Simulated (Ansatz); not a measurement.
**One shape, several levels: [HO2]− (hydroperoxide(1-))**

Aim: a comparison of 6 runs (SVWN5/STO-3G, UB3LYP/STO-3G, r2SCAN/STO-3G, BCCD(T)/STO-3G, CCSDT(Q)/STO-3G, CCSD(T)/STO-3G) of [HO2]− (hydroperoxide(1-)). 

The results are computed with Ansatz 0.2.0.

8 further runs of the same task are left out: 8 that didn't finish.

### 1 The molecule

The species is [HO2]− (3 atoms), meant as a singlet with charge -1. As SMILES, `[O-]O`. The O2–O1 distance was set to 2.186 Å, away from the relaxed value. At this shape a bond of the SMILES string is far longer than usual.

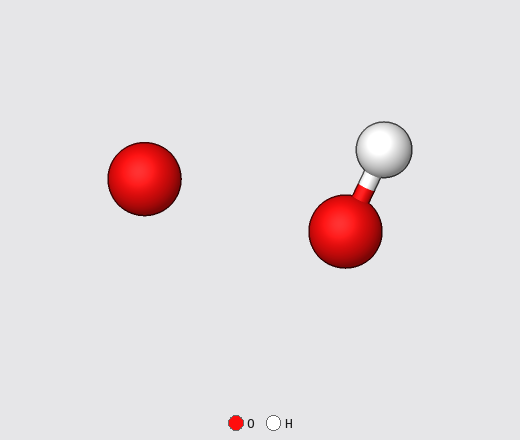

Viewed from a chosen angle; oxygen red, hydrogen white.

### 2 The energy at SVWN5/STO-3G (run 1)

The input, input.yaml:

```yaml
crystal:
  periodic: [false, false, false]
  atoms:
    - {symbol: O, position_ang: [-0.410332, 1.738191, -0.030613]}
    - {symbol: O, position_ang: [-0.244450, -0.436620, -0.180910]}
    - {symbol: H, position_ang: [0.599490, -0.576670, 0.261620]}
basis:
  gaussian: {orbitals: STO-3G}
total_charge: -1
hamiltonian: {xc: {name: SVWN5}}
accuracy: high
```

The run is started by

```console
$ ansatz run input.yaml --threads 1 --pin off --max-ram 2610MiB --events-out events.jsonl --progress --plain --runs-dir runs
```

Standard output:

```text
Warning: RAYON_NUM_THREADS=1 ignored (pool sized by the plan → 1); use --threads N
Functional definition: SVWN5
  name "SVWN5"
  exchange = slater_x
  correlation = vwn5_c
163 factors; integrals over basis functions are off by at most 3.3e-8 eV
mean field evaluation 1: about -4007.1078 eV, gradient 2.9e1 eV
mean field evaluation 2: about -3904.8147 eV, gradient 1.0e1 eV
mean field evaluation 4: about -3965.5547 eV, gradient 5.0e1 eV
mean field evaluation 8: about -4009.9615 eV, gradient 5.6e-2 eV
mean field evaluation 16: about -4003.2172 eV, gradient 1.3e1 eV
mean field -4009.94531255 eV, -147.3627721978 hartree, gradient 3.0e-8 eV, S^2 0.000000; 0 other end points of the search recorded, 0 dependent functions left out
reference -4009.94531359 eV, -147.3627722358 hartree; 9, 9 occupied and 2, 2 virtual orbitals, 163 factors
Total energy: -4009.94531359 eV, -147.3627722358 hartree
```

Run time: 0.32 s. Hardware: 1 thread of Arm Neoverse V1, shared host.

### 3 The energy at UB3LYP/STO-3G (run 2)

The input, molecule.yaml:

```yaml
crystal:
  periodic: [false, false, false]
  atoms:
    - symbol: O
      position_ang: [-0.410332, 1.738191, -0.030613]
    - symbol: O
      position_ang: [-0.244450, -0.436620, -0.180910]
    - symbol: H
      position_ang: [0.599490, -0.576670, 0.261620]
basis:
  gaussian: {orbitals: STO-3G}
total_charge: -1
magnetization: {spin_polarized: true}
hamiltonian: {xc: {name: B3LYP}}
accuracy: high
```

The run is started by

```console
$ ansatz run molecule.yaml --threads 1 --pin off --max-ram 2610MiB --events-out events.jsonl --progress --plain --runs-dir runs
```

Standard output (excerpt; [...] marks lines left out):

```text
Warning: RAYON_NUM_THREADS=1 ignored (pool sized by the plan → 1); use --threads N
Functional definition: B3LYP
  name "B3LYP"
[...]
163 factors; integrals over basis functions are off by at most 3.3e-8 eV
[...]
mean field -4041.41041461 eV, -148.5190933705 hartree, gradient 3.3e-8 eV, S^2 0.866819; 12 other end points of the search recorded, 0 dependent functions left out
reference -4041.41043247 eV, -148.5190940268 hartree; 9, 9 occupied and 2, 2 virtual orbitals, 163 factors
Total energy: -4041.41043247 eV, -148.5190940268 hartree
```

Wall time 5.7 s (1 thread of Arm Neoverse V1, shared host).

Runs 3 to 5 aren't shown in full; the table further down has their settings and results.

### 4 The energy at CCSD(T)/STO-3G (run 6)

The input, molecule.yaml:

```yaml
crystal:
  periodic: [false, false, false]
  atoms:
    - {symbol: O, position_ang: [-0.410332, 1.738191, -0.030613]}
    - {symbol: O, position_ang: [-0.244450, -0.436620, -0.180910]}
    - {symbol: H, position_ang: [0.599490, -0.576670, 0.261620]}
basis:
  gaussian:
    orbitals: STO-3G
total_charge: -1
correlation:
  method: ccsd_t
  frozen_orbitals: {H: 0, O: 1}
accuracy: high
scf:
  omitted_lower_state_checks: [cluster_reference, increment]
```

The run is started by

```console
$ ansatz run molecule.yaml --threads 1 --pin off --max-ram 2610MiB --events-out events.jsonl --progress --plain --runs-dir runs
```

Standard output:

```text
Warning: RAYON_NUM_THREADS=1 ignored (pool sized by the plan → 1); use --threads N
[... 13 lines left out ...]
2 core orbitals not correlated: weight in the atoms' cores, before any rotation towards them, 1.000 or more for the frozen orbitals, at most 0.000 for the correlated occupied ones
[... 46 lines left out ...]
Total energy: -4024.18135943 eV, -147.8859372710 hartree
Checks for a lower state left out: cluster_reference, increment
```

It took 0.1 s on 1 thread of Arm Neoverse V1, shared host.

### 5 Overview of the runs

```csv
run,level,frozen core orbitals,energy (Eh),wall time
1,SVWN5/STO-3G,–,-147.362772,0.32 s
2,UB3LYP/STO-3G,–,-148.519094,5.7 s
3,r2SCAN/STO-3G,–,-148.449927,1.3 s
4,BCCD(T)/STO-3G,2,-147.884405,0.14 s
5,CCSDT(Q)/STO-3G,2,-147.885338,0.2 s
6,CCSD(T)/STO-3G,2,-147.885937,0.1 s
```

### 6 Summary of results

| quantity | value |
| --- | --- |
| run 6: total energy | -147.88594 Eh |
| run 6: correlation energy (2 core orbitals frozen) | -88.7 mEh |
| run 6: (T) correction | -4.53 mEh |
| run 6: T1 diagnostic | 0.053 |

In words: Totals of different functionals can't be ranked against each other. In run 6 the T1 diagnostic is large, so a single reference may not serve. In runs 4, 5, 6 the log says that unrestricted orbitals would lower the reference, so the values rest on an unstable closed-shell determinant (other closed-shell runs at this shape may share the fault). In runs 1, 2, 3, 4, 5, 6 the basis is minimal, so the values are rough. Spin contamination of the reference: run 2 ⟨S²⟩ = 0.87. Where it is this large, the reference is a mixture of spin states, and values that rest on it are in doubt. All runs together took 7.8 s, the longest 5.7 s.
